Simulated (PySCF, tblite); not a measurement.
# C5H13NSi: geometry, infrared bands and NMR shifts

What infrared bands and NMR shifts should C5H13NSi (`CC[C@@H]1CC[SiH2]N1`) show?

Programs: tblite 0.8.0 and PySCF 2.14.0, with density-fitted response routines of our own. Each step states its level of theory. These are calculated values for one molecule in the gas phase, unless marked as measured. Atoms count from 0, in the outputs and in this text.

## (1) Starting geometry

20 atoms, charge 0, multiplicity 1; geometry from: force field or distance geometry start.

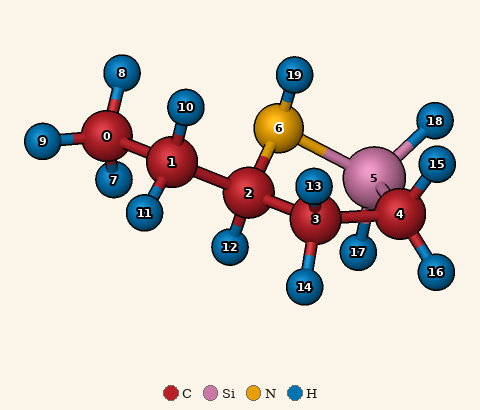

The starting geometry (carbon red, silicon pink, nitrogen amber, hydrogen blue), atoms numbered.

## (2) Relaxing the molecule with GFN2-xTB

What the job is given:

```
{"job": {"kind": "relax", "xc": "GFN2-xTB", "basis": "xTB"}, "charge": 0, "multiplicity": 1}
C      2.560000     0.525200    -0.400900
C      1.554000    -0.606400    -0.296800
C      0.258600    -0.070800     0.250200
C     -0.778300    -1.107200     0.379900
C     -2.156500    -0.572300     0.332700
Si    -1.815000     1.260700     0.185800
N     -0.211000     1.016100    -0.589800
H      2.349300     1.218700     0.461700
H      2.356600     1.071200    -1.324300
H      3.598900     0.166300    -0.330400
H      1.425600    -1.041000    -1.302900
H      1.981300    -1.362900     0.392100
H      0.466200     0.364300     1.258700
H     -0.659900    -1.965600    -0.346100
H     -0.654400    -1.580600     1.395900
H     -2.668300    -0.922000    -0.596500
H     -2.790600    -0.807200     1.199500
H     -1.680800     1.798500     1.540400
H     -2.760900     1.962500    -0.654400
H     -0.380100     0.663100    -1.557700
```

Run with:

```bash
$ OMP_NUM_THREADS=1 python probes_run.py task.json out
```

One launch serves the whole session: the jobs run in the order shown.

Standard output:

```text
step      E/eV     max force
  0    -598.08711    4.075
  1    -598.39840    0.909
  2    -598.45590    0.665
  3    -598.50776    0.541
  4    -598.54207    0.481
  5    -598.57443    0.364
  6    -598.59316    0.353
  7    -598.60966    0.289
  8    -598.62302    0.284
  9    -598.63450    0.232
 10    -598.64349    0.204
 11    -598.65084    0.216
 12    -598.65777    0.200
 13    -598.66461    0.203
 14    -598.67035    0.202
 15    -598.67502    0.173
 16    -598.67974    0.172
 17    -598.68527    0.146
 18    -598.69174    0.212
 19    -598.69914    0.245
 20    -598.70810    0.231
 21    -598.71989    0.265
 22    -598.73439    0.303
 23    -598.74911    0.329
 24    -598.76202    0.315
 25    -598.77383    0.294
 26    -598.78245    0.596
 27    -598.78957    0.624
 28    -598.80404    0.242
 29    -598.81240    0.148
 30    -598.82216    0.206
 31    -598.82805    0.265
 32    -598.84115    0.345
 33    -598.85400    0.193
 34    -598.86186    0.347
 35    -598.86756    0.208
 36    -598.87342    0.185
 37    -598.88112    0.267
 38    -598.88526    0.187
 39    -598.89130    0.188
 40    -598.89979    0.222
 41    -598.90776    0.331
 42    -598.91424    0.239
 43    -598.91576    0.652
 44    -598.92761    0.193
 45    -598.93629    0.185
 46    -598.95053    0.230
 47    -598.95488    0.251
 48    -598.96109    0.201
 49    -598.96788    0.186
 50    -598.97581    0.153
 51    -598.98152    0.312
 52    -598.97850    0.919
 53    -598.98997    0.160
 54    -598.99286    0.095
 55    -598.99704    0.084
 56    -598.99886    0.100
 57    -599.00087    0.137
 58    -599.00221    0.148
 59    -599.00347    0.092
 60    -599.00445    0.064
 61    -599.00527    0.055
 62    -599.00589    0.046
 63    -599.00637    0.051
 64    -599.00683    0.054
 65    -599.00744    0.058
 66    -599.00814    0.066
 67    -599.00873    0.043
 68    -599.00913    0.037
 69    -599.00947    0.061
 70    -599.00989    0.072
 71    -599.01034    0.057
 72    -599.01070    0.041
 73    -599.01097    0.037
 74    -599.01123    0.049
 75    -599.01154    0.064
 76    -599.01186    0.062
 77    -599.01213    0.046
 78    -599.01238    0.040
 79    -599.01269    0.044
 80    -599.01308    0.044
 81    -599.01343    0.035
 82    -599.01367    0.029
 83    -599.01381    0.022
 84    -599.01389    0.015
 85    -599.01394    0.015
 86    -599.01397    0.012
 87    -599.01400    0.013
 88    -599.01403    0.013
 89    -599.01407    0.014
 90    -599.01411    0.014
 91    -599.01414    0.014
 92    -599.01419    0.018
 93    -599.01425    0.019
 94    -599.01430    0.018
 95    -599.01433    0.015
 96    -599.01437    0.017
 97    -599.01444    0.019
 98    -599.01455    0.025
 99    -599.01470    0.035
100    -599.01483    0.034
101    -599.01492    0.025
102    -599.01500    0.018
103    -599.01511    0.019
104    -599.01523    0.018
105    -599.01531    0.017
106    -599.01536    0.015
107    -599.01541    0.015
108    -599.01548    0.016
109    -599.01554    0.013
110    -599.01560    0.017
111    -599.01564    0.017
112    -599.01569    0.014
113    -599.01574    0.015
114    -599.01579    0.013
115    -599.01581    0.013
116    -599.01584    0.013
117    -599.01586    0.009
```

It took 1.4 s on 1 thread of Arm Neoverse N1, shared host; peak memory 0.18 GiB.

Along the way: (not every step is listed)

```csv
step,energy from step 0 (eV),largest force (eV/Å)
0,0.0000,4.0749
1,-0.3113,0.9090
2,-0.3688,0.6645
3,-0.4206,0.5412
4,-0.4550,0.4809
5,-0.4873,0.3640
6,-0.5060,0.3528
7,-0.5225,0.2888
8,-0.5359,0.2835
18,-0.6046,0.2117
28,-0.7169,0.2418
38,-0.7981,0.1873
48,-0.8740,0.2011
58,-0.9151,0.1484
68,-0.9220,0.0371
78,-0.9253,0.0396
88,-0.9269,0.0128
98,-0.9274,0.0247
108,-0.9284,0.0159
112,-0.9286,0.0139
113,-0.9286,0.0150
114,-0.9287,0.0132
115,-0.9287,0.0135
116,-0.9287,0.0131
117,-0.9287,0.0092
```

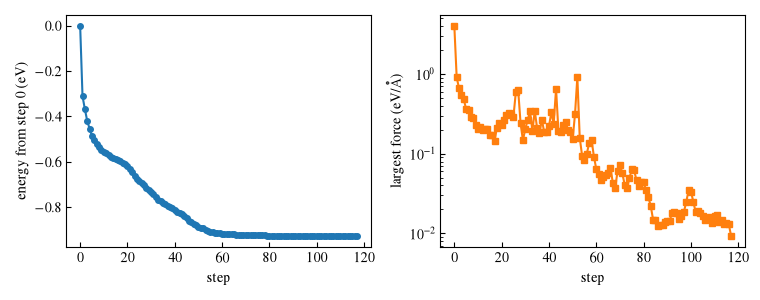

Energy and largest force along the relaxation.

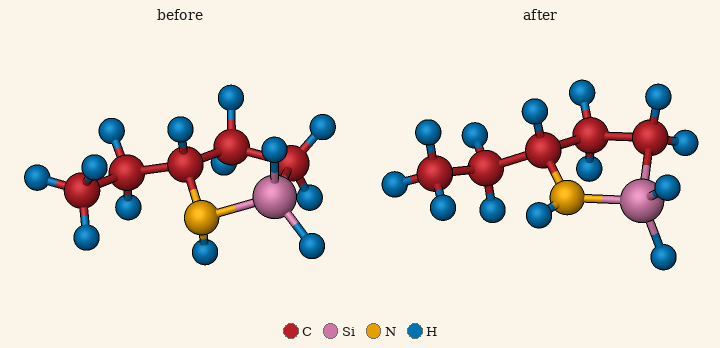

Before and after, at one scale.

Distances of close pairs at the start and the end, largest changes first:

```csv
bond,before (Å),after (Å),change (Å)
Si5–N6,1.798,1.711,-0.088
C2–C3,1.472,1.531,+0.060
C3–C4,1.479,1.527,+0.048
N6–H19,1.044,1.005,-0.039
C3–H13,1.130,1.092,-0.039
C0–H7,1.127,1.088,-0.038
C3–H14,1.128,1.092,-0.036
C4–H15,1.117,1.087,-0.030
```

The end geometry stands in the next job.

## (3) Infrared spectrum with GFN2-xTB

What the job is given:

```
{"job": {"kind": "ir", "xc": "GFN2-xTB", "basis": "xTB"}, "charge": 0, "multiplicity": 1}
C      2.681750     0.414510    -0.320440
C      1.514140    -0.558335    -0.446284
C      0.262933    -0.096659     0.306604
C     -0.804959    -1.193188     0.355291
C     -2.148056    -0.548243     0.688570
Si    -2.071044     1.115214    -0.225597
N     -0.367117     1.031351    -0.354083
H      2.936387     0.569250     0.726159
H      2.439583     1.378714    -0.762033
H      3.558155     0.021950    -0.831233
H      1.255998    -0.689056    -1.499417
H      1.816421    -1.529817    -0.048137
H      0.554646     0.174194     1.335463
H     -0.866629    -1.649865    -0.634487
H     -0.529518    -1.968952     1.072326
H     -2.972349    -1.194095     0.395372
H     -2.230394    -0.392304     1.764491
H     -2.589553     2.225001     0.584252
H     -2.696435     1.103650    -1.552152
H      0.250893     1.797357    -0.557701
```

Standard output:

```text
mode    cm-1     km/mol
  1      77.3      0.59
  2      82.4      1.77
  3     158.6      0.35
  4     197.6      0.31
  5     240.8      0.81
  6     336.5     59.42
  7     390.7     19.12
  8     414.9     11.50
  9     442.3      1.96
 10     500.0     38.66
 11     529.8     46.57
 12     547.8     27.91
 13     664.4    132.14
 14     727.4     60.78
 15     785.1     15.06
 16     804.3    159.04
 17     819.9    152.64
 18     883.0     98.60
 19     922.4     25.93
 20     948.0      4.21
 21     992.5      6.84
 22    1043.8     40.69
 23    1055.3      3.27
 24    1083.6      5.22
 25    1105.3      0.59
 26    1148.7     60.66
 27    1158.1     13.80
 28    1186.6      0.70
 29    1246.2     23.90
 30    1263.1     26.71
 31    1277.9      6.38
 32    1292.7     66.04
 33    1324.1      3.61
 34    1340.8      2.98
 35    1367.0     14.59
 36    1414.5      1.04
 37    1479.3      0.23
 38    1485.4      0.31
 39    1499.4      0.92
 40    1503.3      2.37
 41    1508.8      3.01
 42    2197.0    515.26
 43    2231.4    241.81
 44    2815.0     90.27
 45    2962.2     22.16
 46    2969.2     46.62
 47    2977.3     21.49
 48    2982.4     17.27
 49    2986.2    123.80
 50    3016.2     50.65
 51    3027.4     57.63
 52    3028.4     53.66
 53    3037.1     29.56
 54    3494.5      3.48
```

Wall time 1.2 s (1 thread of Arm Neoverse N1, shared host); peak memory 0.18 GiB.

The strongest bands and the atoms that carry them (share of the mass-weighted mode):

```csv
cm⁻¹,km/mol,atoms
664,132.1,"H18 43 %, H17 37 %"
804,159.0,"H18 27 %, H17 22 %"
820,152.6,"H17 23 %, H18 19 %"
883,98.6,"N6 24 %, Si5 13 %"
2197,515.3,"H17 73 %, H18 23 %"
2231,241.8,"H18 74 %, H17 24 %"
2815,90.3,H12 93 %
2986,123.8,"H16 60 %, H13 19 %, H10 10 %"
```

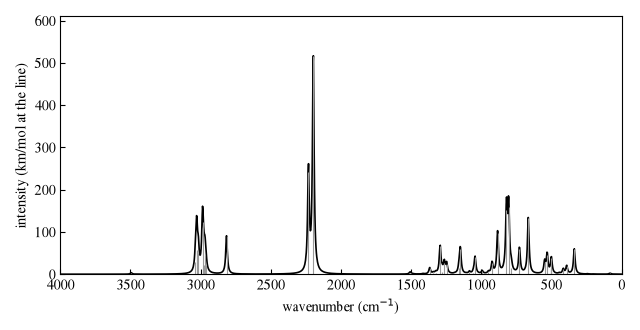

The infrared spectrum from these modes, unscaled. Lines are broadened to a width of 14 cm⁻¹ (Lorentzian).

## (4) Nuclear shieldings: PBE0/pcSseg-1

The job, as its differences from that of step 3:

```diff
@@ -1,2 +1,2 @@
-{"job": {"kind": "ir", "xc": "GFN2-xTB", "basis": "xTB"}, "charge": 0, "multiplicity": 1}
+{"job": {"kind": "nmr", "xc": "PBE0", "basis": "pcSseg-1"}, "charge": 0, "multiplicity": 1}
 C      2.681750     0.414510    -0.320440
```

Method: GIAO PBE0/pcSseg-1 NMR shielding, non-relativistic, gas phase.

Standard output:

```text
coarse grid: 16176 points
cycle   1  E = -542.0443359858  dE =  6.944e-01  |g| = 5.252e-01  |ddm| = 3.886e+00
cycle   2  E = -542.0022734067  dE =  4.206e-02  |g| = 6.804e-01  |ddm| = 1.196e+00
cycle   3  E = -542.1126483171  dE = -1.104e-01  |g| = 6.982e-02  |ddm| = 7.608e-01
cycle   4  E = -542.1135270367  dE = -8.787e-04  |g| = 3.084e-02  |ddm| = 9.610e-02
cycle   5  E = -542.1137429504  dE = -2.159e-04  |g| = 5.040e-03  |ddm| = 3.064e-02
cycle   6  E = -542.1137480590  dE = -5.109e-06  |g| = 1.544e-03  |ddm| = 5.509e-03
final grid: 148800 points
cycle   7  E = -542.1540591855  dE = -4.685e-05  |g| = 9.762e-03  |ddm| = 3.196e-02
cycle   8  E = -542.1540443303  dE =  1.486e-05  |g| = 1.246e-02  |ddm| = 2.104e-02
cycle   9  E = -542.1540835157  dE = -3.919e-05  |g| = 9.053e-04  |ddm| = 1.246e-02
cycle  10  E = -542.1540836774  dE = -1.617e-07  |g| = 3.169e-04  |ddm| = 1.149e-03
cycle  11  E = -542.1540836986  dE = -2.122e-08  |g| = 5.503e-05  |ddm| = 3.185e-04
cycle  12  E = -542.1540836991  dE = -5.351e-10  |g| = 2.540e-05  |ddm| = 7.408e-05
converged SCF energy = -542.1540836991

GIAO shielding tensors (ppm)
atom      isotropic    diamagn.    paramagn.     s11        s22        s33       span
  0 C      171.805     246.287     -74.482    158.079    170.327    187.009     28.929
  1 C      150.253     247.273     -97.020    132.434    145.927    172.397     39.963
  2 C      122.827     245.505    -122.677    104.349    126.722    137.410     33.061
  3 C      150.285     249.554     -99.269    128.142    150.960    171.752     43.610
  4 C      175.516     252.523     -77.008    157.124    172.505    196.919     39.795
  5 Si     376.836     880.582    -503.746    334.667    363.212    432.629     97.961
  6 N      231.772     324.899     -93.127    192.176    219.364    283.777     91.601
  7 H       30.878      29.674       1.204     26.652     28.723     37.259     10.607
  8 H       30.675      30.501       0.174     25.595     30.546     35.884     10.289
  9 H       30.453      27.566       2.888     25.683     27.454     38.223     12.540
 10 H       30.651      32.003      -1.351     26.484     30.841     34.628      8.144
 11 H       30.142      31.746      -1.604     24.203     30.658     35.566     11.363
 12 H       28.738      33.618      -4.880     25.784     26.531     33.898      8.114
 13 H       30.461      32.957      -2.497     25.123     30.519     35.739     10.616
 14 H       29.721      31.877      -2.156     24.547     28.802     35.815     11.268
 15 H       30.669      29.410       1.259     25.741     27.549     38.717     12.975
 16 H       30.633      30.817      -0.184     26.132     27.566     38.201     12.069
 17 H       26.702      28.931      -2.229     23.053     24.083     32.969      9.916
 18 H       26.754      29.238      -2.484     22.692     24.181     33.388     10.696
 19 H       31.307      34.949      -3.642     20.849     31.091     41.982     21.134
```

Wall time 65 s (1 thread of Arm Neoverse N1, shared host); peak memory 0.85 GiB.

The references, computed at this level on geometries of the same kind, shield at (ppm): 1H TMS 31.72, 13C TMS 186.9, 29Si TMS 349.2, 15N NH3 267.7. Their shielding less the atom's gives the shift. The references are single molecules in the gas phase, so shifts against H2O, NH3, PH3, H3PO4 or CFCl3 are not on the usual liquid scales and can be off by tens of ppm. Atoms listed in one row are averaged.

```csv
atoms,environment,σ (ppm),δ (ppm),δ scaled to CDCl3
C2,sp3 CH bonded to N,122.8,64.1,60.6
C1,sp3 CH2,150.3,36.7,33.9
C3,sp3 CH2 in a ring,150.3,36.6,33.8
C0,methyl carbon,171.8,15.1,12.8
C4,sp3 CH2 bonded to Si,175.5,11.4,9.2
H17,"hydrogen on a silicon bonded to C, N, in a 5-membered ring",26.70,5.02,–
H18,"hydrogen on a silicon bonded to C, N, in a 5-membered ring",26.75,4.96,–
H12,hydrogen on an sp3 CH bonded to N,28.74,2.98,2.91
H14,hydrogen on an sp3 CH2 in a ring,29.72,2.00,1.99
H11,hydrogen on an sp3 CH2,30.14,1.57,1.59
H13,hydrogen on an sp3 CH2 in a ring,30.46,1.26,1.29
H16,hydrogen on an sp3 CH2 bonded to Si,30.63,1.08,1.13
H10,hydrogen on an sp3 CH2,30.65,1.07,1.11
"H7, H8, H9",hydrogen on a methyl carbon,30.67,1.05,1.09
H15,hydrogen on an sp3 CH2 bonded to Si,30.67,1.05,1.09
H19,"hydrogen on a nitrogen bonded to C, Si, in a 5-membered ring",31.31,0.41,–
Si5,"silicon bonded to C, N, 2 H, in a 5-membered ring",376.8,-27.7,–
N6,"nitrogen bonded to C, Si, H, in a 5-membered ring",231.8,36.0,–
```

The scaled column applies a straight-line fit of computed shieldings to shifts measured in CDCl3 (root-mean-square error 0.16 ppm for H, 1.9 ppm for C).

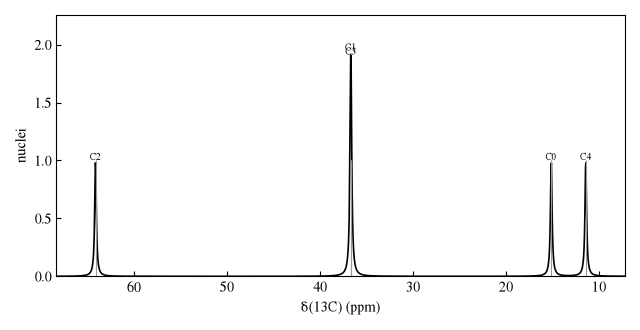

13C lines at the computed shifts, without couplings. Lines are broadened to a width of 0.21 ppm (Lorentzian).

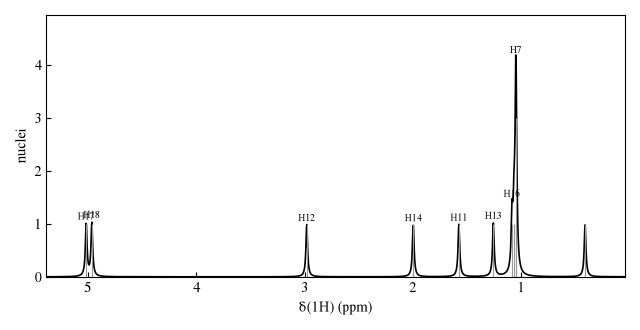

1H lines at the computed shifts, without couplings. Lines are broadened to a width of 0.02 ppm (Lorentzian).

Charges from the same density, by scheme (e):

```csv
atoms,Mulliken,IAO,Hirshfeld,ESP fit
C0,-0.26,-0.42,-0.12,-0.26
C1,-0.21,-0.25,-0.07,0.00
C2,-0.08,0.01,0.02,0.14
C3,-0.18,-0.25,-0.07,-0.04
C4,-0.52,-0.55,-0.16,-0.29
Si5,0.78,0.88,0.37,0.58
N6,-0.64,-0.69,-0.25,-0.71
```

Hirshfeld charges:

C0 -0.12; C1 -0.07; C2 0.02; C3 -0.07; C4 -0.16; Si5 0.37; N6 -0.25; H7 0.04; H8 0.04; H9 0.04; H10 0.03; H11 0.04; H12 0.02; H13 0.04; H14 0.04; H15 0.04; H16 0.04; H17 -0.09; H18 -0.09; H19 0.11

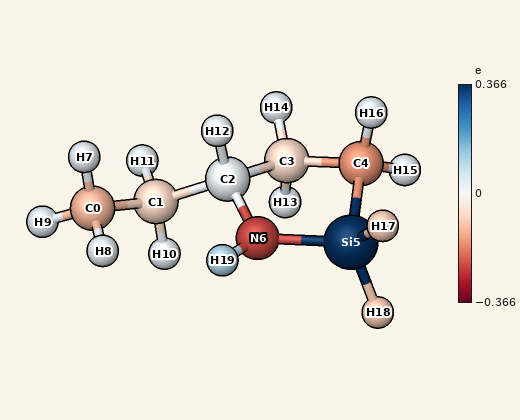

Hirshfeld charges, as colours on the atoms.

Mayer bond orders: C0–C1 1.06, C1–C2 1.01, C2–C3 1.00, C3–C4 1.04, C4–Si5 0.91, Si5–N6 1.02, N6–C2 0.93.

Ring of atoms C2, C3, C4, Si5, N6: NICS(0) -6.5, NICS(1) -3.5, NICS(1)zz -2.6 ppm (means of both faces).

Orbitals, density, ELF and potential are computed afterwards from the orbital file.

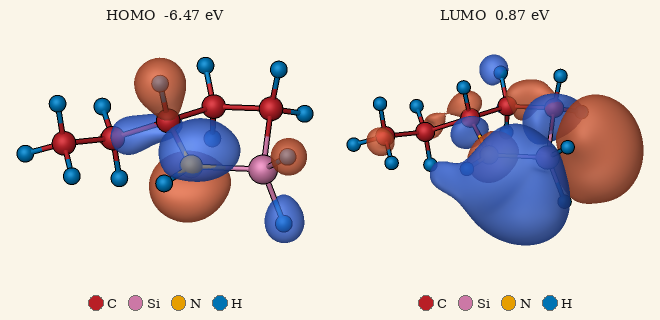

PBE0/pcSseg-1 orbitals near the gap, drawn at the value that encloses 70 % of each; the two colours are the two signs.

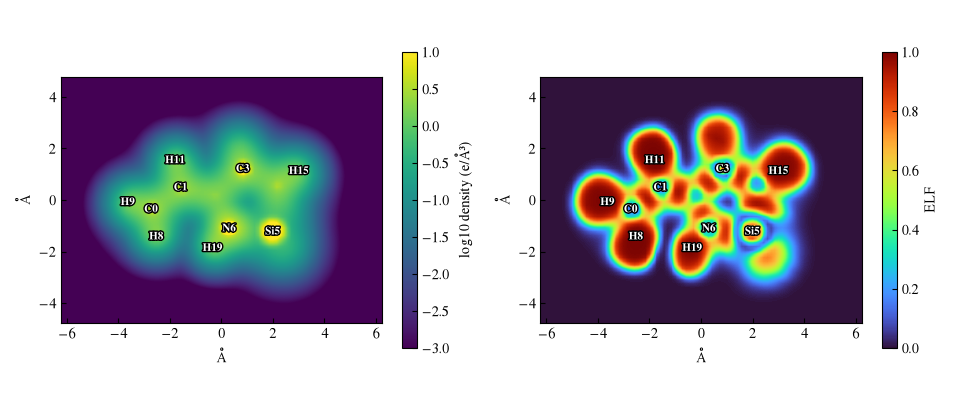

Density (left) and ELF (right) in a plane through or near 10 of the atoms.

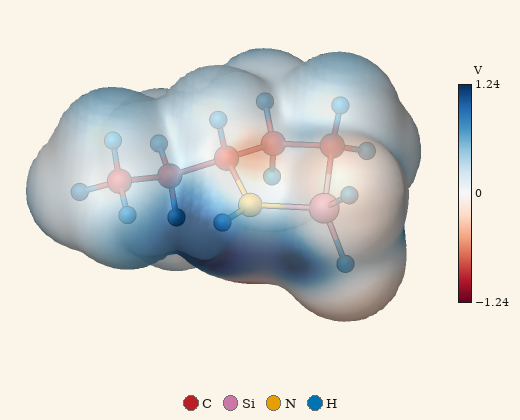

Electrostatic potential on the surface of density 0.002 e/bohr³; red is low, blue high. It runs from -0.88 V near N6 to 1.24 V near H19.

## (5) What came out

```
                                                              quantity                                                                 value
                             strongest single infrared mode (GFN2-xTB)                                                 2197 cm⁻¹, 515 km/mol
                                          zero-point energy (GFN2-xTB)                                                        107.2 kcal/mol
                                13C shifts against TMS (PBE0/pcSseg-1)                                      64.1, 36.7, 36.6, 15.1, 11.4 ppm
1H shifts against TMS (PBE0/pcSseg-1, means over atoms taken as alike)  5.02, 4.96, 2.98, 2.00, 1.57, 1.26, 1.08, 1.07, 1.05, 1.05, 0.41 ppm
                               29Si shifts against TMS (PBE0/pcSseg-1)                                                             -27.7 ppm
                                15N shifts against NH3 (PBE0/pcSseg-1)                                                              36.0 ppm
                                 surface potential, least and greatest                                                    -0.88 V and 1.24 V
```

Relaxing lowered the energy by 0.929 eV in 117 steps; the close pair that moved most is Si5–N6, from 1.798 to 1.711 Å. All 54 modes are real, so the xTB geometry is a minimum. The strongest single mode, at 2197 cm⁻¹, moves mainly H17. Unscaled tight-binding wavenumbers are off by several per cent, some by more. Its intensities can rank the bands wrongly. At PBE0/pcSseg-1: The widest tensor belongs to Si5: span 98 ppm, with a paramagnetic part of -504 ppm.
